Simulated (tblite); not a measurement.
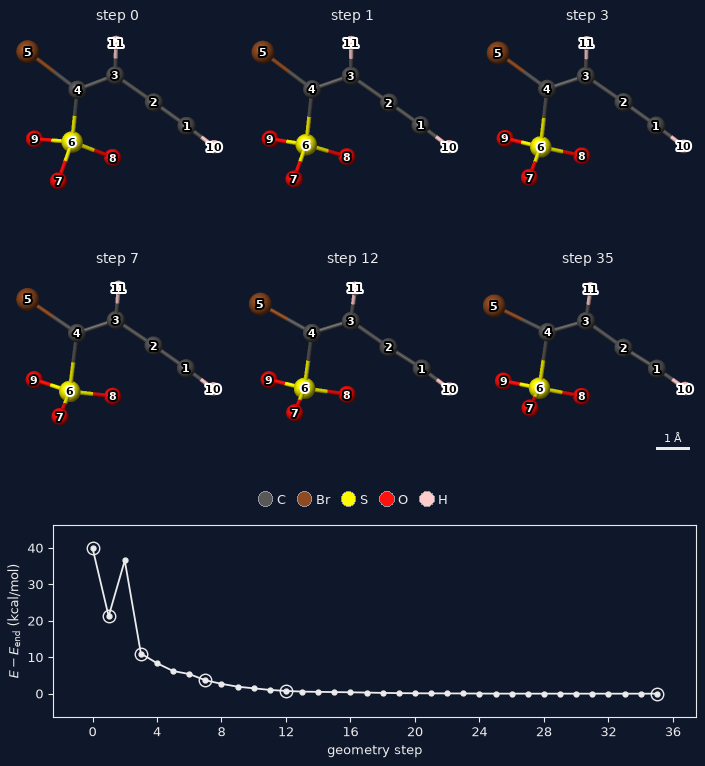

Frames of a relaxation of C4H2BrO3S (multiplicity 2), marked on the history of the run. A ball-and-stick model, seen at a tilt.

Computed with GFN2-xTB geometry optimisation, gas phase (tblite 0.8.0). 

> What happens along the run?

O7 moves most after the best rigid fit: 0.49 Å. Largest moves by element: O 0.49 Å, Br 0.36 Å, H 0.17 Å, S 0.16 Å, C 0.09 Å. Among the contacts that change: S6–O7 1.672 → 1.444 Å, C4–S6 1.744 → 1.894 Å, C4–Br5 1.911 → 1.809 Å, S6–O9 1.505 → 1.429 Å. Bond angles that change, for instance: C4–S6–O7 113.7° → 92.0°, C3–C4–Br5 117.6° → 131.7°, Br5–C4–S6 120.2° → 107.6°. After 35 geometry steps the energy has fallen by 40.0 kcal/mol. From step 0 to 1: S6 moves most (0.09 Å), energy −18.7 kcal/mol. From step 1 to 3: S6 moves most (0.08 Å), energy −10.2 kcal/mol. From step 3 to 7: O7 moves most (0.13 Å), energy −7.35 kcal/mol. From step 7 to 12: Br5 moves most (0.17 Å), energy −2.93 kcal/mol. From step 12 to 35: O7 moves most (0.15 Å), energy −0.75 kcal/mol.

```json
{"step": "0", "E − E(0), kcal/mol": "0.00"}
{"step": "1", "E − E(0), kcal/mol": "-18.72"}
{"step": "2", "E − E(0), kcal/mol": "-3.41"}
{"step": "3", "E − E(0), kcal/mol": "-28.94"}
{"step": "4", "E − E(0), kcal/mol": "-31.60"}
{"step": "5", "E − E(0), kcal/mol": "-33.75"}
{"step": "6", "E − E(0), kcal/mol": "-34.57"}
{"step": "7", "E − E(0), kcal/mol": "-36.29"}
{"step": "8", "E − E(0), kcal/mol": "-37.26"}
{"step": "9", "E − E(0), kcal/mol": "-38.05"}
{"step": "10", "E − E(0), kcal/mol": "-38.49"}
{"step": "11", "E − E(0), kcal/mol": "-38.93"}
{"step": "13", "E − E(0), kcal/mol": "-39.39"}
{"step": "14", "E − E(0), kcal/mol": "-39.47"}
{"step": "15", "E − E(0), kcal/mol": "-39.52"}
{"step": "17", "E − E(0), kcal/mol": "-39.66"}
{"step": "18", "E − E(0), kcal/mol": "-39.75"}
{"step": "19", "E − E(0), kcal/mol": "-39.82"}
{"step": "21", "E − E(0), kcal/mol": "-39.87"}
{"step": "22", "E − E(0), kcal/mol": "-39.89"}
{"step": "23", "E − E(0), kcal/mol": "-39.91"}
{"step": "24", "E − E(0), kcal/mol": "-39.93"}
{"step": "26", "E − E(0), kcal/mol": "-39.95"}
{"step": "27", "E − E(0), kcal/mol": "-39.96"}
{"step": "28", "E − E(0), kcal/mol": "-39.96"}
{"step": "30", "E − E(0), kcal/mol": "-39.96"}
{"step": "31", "E − E(0), kcal/mol": "-39.96"}
{"step": "32", "E − E(0), kcal/mol": "-39.96"}
{"step": "34", "E − E(0), kcal/mol": "-39.96"}
{"step": "35", "E − E(0), kcal/mol": "-39.96"}
```
